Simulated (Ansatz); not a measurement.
Consider RbMoF3 (cubic perovskite) (Pm-3m).

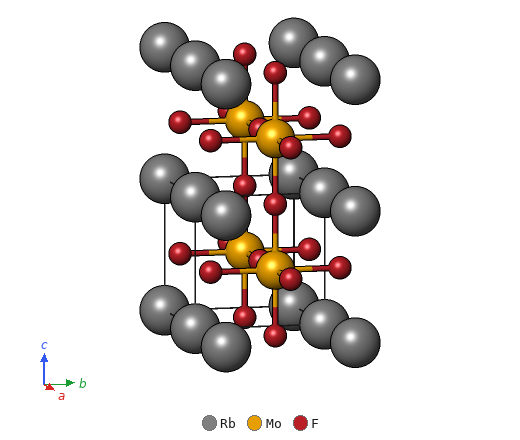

The structure (rubidium grey, molybdenum orange, fluorine red). 2×1×2 cells are drawn. Some periodic images of atoms are drawn too.

The structure was built from a prototype and need not be the compound's stable phase.

```xyz
5
Lattice="-4.1568 0.0000 0.0000 0.0000 0.0000 -4.1568 0.0000 -4.1568 0.0000" Properties=species:S:1:pos:R:3 pbc="T T T"
Rb    0.0000    0.0000    0.0000
Mo   -2.0784   -2.0784   -2.0784
F    -2.0784    0.0000   -2.0784
F    -2.0784   -2.0784    0.0000
F     0.0000   -2.0784   -2.0784
```

The structure was relaxed with LDA. The structure type comes from a generator and need not be one that this composition takes. The structure was generated from a model, not taken from a measurement. The runs that relaxed it are not among those shown. The program's search for lower electronic states was switched off, so nothing shows that the state found is the lowest. PAW set soft_2, made with PBE.

A constrained-RPA run (Ansatz 0.2.0; non-magnetic LDA; Mo t2g + anion p, bands v11 to c1, 4×4×4 mesh, medium accuracy) builds 12 functions on bands 11 eV wide, with 22.0 electrons in the window. The bare on-site interaction is 13.7 eV and the bare J 0.57 eV.

**Question.** Estimate U, U′ and J.

On the Mo t2g shell, U = 5.39 eV (39 % of the bare value), U′ = 4.55 eV, J = 0.40 eV.

The parent state is non-magnetic and the interaction static (zero frequency); U depends on the window and the orbitals, so it belongs to this model alone. A window that holds the anion p bands defines a model with explicit ligands; its U belongs to that model and is not the U of DFT+U.

[Paths, hosts, dates, memory and timing lines, banners, echoed tables and standing remarks are left out of the program output.]

[Logs are printed without paths, hosts, clocks, repeated set-up lines and the standing remarks that a program may print on its own settings, such as how far it seeks lower states.]

[Runs of the session that timed out or met a known fault of the program may be left out.]

[Hosts, paths, dates, database ids (printed as entryN), source tags and the programs' standing remarks are cut or masked in the printed files.]
